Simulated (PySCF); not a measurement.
# HF/def2-SVPD run of CH2FNS (SMILES [H]/N=C(/F)S)

What is the vertical ionisation energy of CH2FNS at HF/def2-SVPD? The job is set up through a Python script.

The results are computed with PySCF 2.14.0.

## 1. The structure to begin with

CH2FNS has 6 atoms, charge 0, and is taken as a singlet. SMILES: `[H]/N=C(/F)S`. The coordinates come from a PBE0-D4/def2-TZVP relaxation. This is one conformer, not always the lowest.

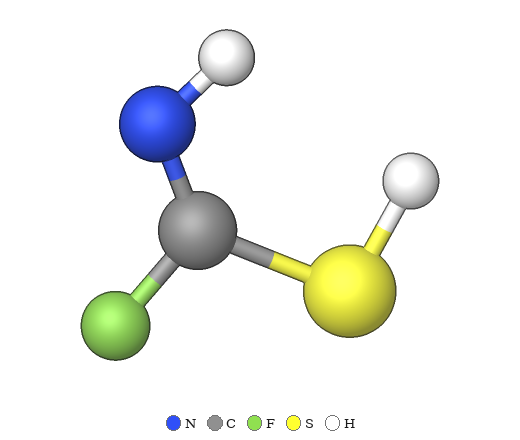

The structure, seen from a chosen angle (nitrogen blue, carbon grey, fluorine green, sulfur yellow, hydrogen white).

## 2. The energy at HF/def2-SVPD

Contents of input.py:

```python
from pyscf import gto, scf

mol = gto.M(
    atom='''
N    0.950900  -0.133600  -0.831100
C    0.296700  -0.460400   0.174500
F    0.690600  -1.513300   0.888300
S   -1.148300   0.183500   0.953900
H    0.576100   0.677000  -1.308300
H   -1.323900   1.182700   0.076600
''',
    verbose=3,
    basis='def2-svpd',
    max_memory=1860,
    spin=0,
)

mf = scf.RHF(mol)
mf.conv_tol = 1e-10
mf.kernel()
if not mf.converged:
    mf = mf.newton().run(mf.mo_coeff, mf.mo_occ)

etot = mf.e_tot
print(f'total energy: {etot:.8f} hartree')
```

Launch:

```
$ OMP_NUM_THREADS=1 python input.py
```

The program printed:

```text
converged SCF energy = -590.166528872183
total energy: -590.16652887 hartree
```

It took 1.9 s on 1 thread of Arm Neoverse V2, shared host; peak memory 0.22 GiB.

## 3. The doublet cation at the same level

Contents of run.py:

```python
from pyscf import gto, scf

mol = gto.M(
    atom='''
N        0.950900      -0.133600      -0.831100
C        0.296700      -0.460400       0.174500
F        0.690600      -1.513300       0.888300
S       -1.148300       0.183500       0.953900
H        0.576100       0.677000      -1.308300
H       -1.323900       1.182700       0.076600
''',
    spin=1,
    max_memory=1860,
    basis='def2-svpd',
    verbose=3,
    charge=1,
)

hf = scf.UHF(mol)
hf.conv_tol = 1e-10
hf.kernel()
if not hf.converged:
    hf = hf.newton().run(hf.mo_coeff, hf.mo_occ)

etot = hf.e_tot
print('E(%s) = %.9f' % ('HF', etot))
```

Launch:

```
$ OMP_NUM_THREADS=1 python run.py
```

The program printed:

```text
converged SCF energy = -589.818479177195  <S^2> = 0.9534938  2S+1 = 2.1940773
E(HF) = -589.818479177
```

It took 3.9 s on 1 thread of Arm Neoverse V2, shared host; peak memory 0.23 GiB.

## 4. Outcome

At HF/def2-SVPD:

| quantity | value |
| --- | --- |
| singlet CH2FNS: total energy | -590.16653 Eh |
| singlet CH2FNS: dipole moment | 3.27 D |
| singlet CH2FNS: HOMO energy | -10.88 eV |
| singlet CH2FNS: LUMO energy | 1.84 eV |
| singlet CH2FNS: HOMO–LUMO gap | 12.73 eV |
| doublet cation: total energy | -589.81848 Eh |
| doublet cation: HOMO energy (highest over α and β) | -19.09 eV |
| doublet cation: LUMO energy (lowest over α and β) | -8.26 eV |
| doublet cation: ⟨S²⟩ | 0.953 |
| vertical ionisation energy (to the doublet cation) | 9.471 eV |

In words: Removing an electron at fixed nuclei costs 9.47 eV (218 kcal/mol). The negative HOMO energy of the first species, 10.88 eV, lies 1.41 eV above that difference. ⟨S²⟩ (doublet cation) is 0.95 where a pure doublet has 0.75: the reference is spin-contaminated.
